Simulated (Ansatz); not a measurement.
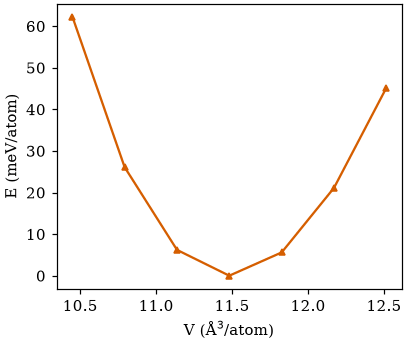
SrVO3 (cubic perovskite, Pm-3m) under volume change, the program Ansatz at the PBE level (PAW), scaled uniformly.

Question: What does a third-order Birch–Murnaghan fit give for V₀, B₀ and B′?

Answer: V₀ = 11.48 Å³/atom, B₀ = 181 GPa, B′ = 4.4.

The cell was relaxed with PBE under the symmetry of its start. The workflow began spin-polarised and lost its moments. No Hubbard U is applied.

Potentials: the later of the program's two PAW sets.
